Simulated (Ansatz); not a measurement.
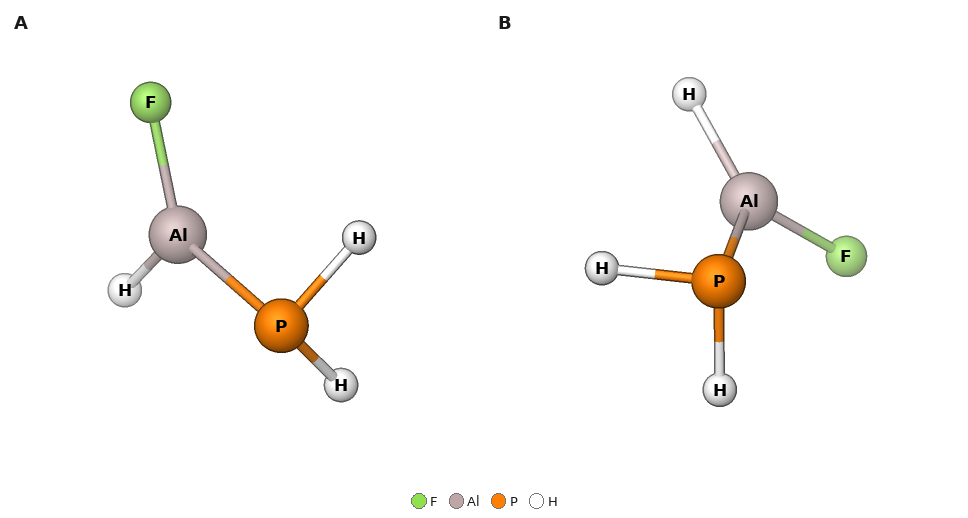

Depth is shown by fading: the farther an atom, the more it takes the colour of the background. The computed structure is the end point of a PBE0-D4/def2-TZVP optimisation.

How are A and B related: the same structure turned, mirror images, conformers, diastereomers or constitutional isomers?

Answer. They are the same structure, AlFH3P ([F][AlH][PH2]), seen from two directions: a rotation takes one into the other. The geometry is chiral (C1), so its mirror image would differ.
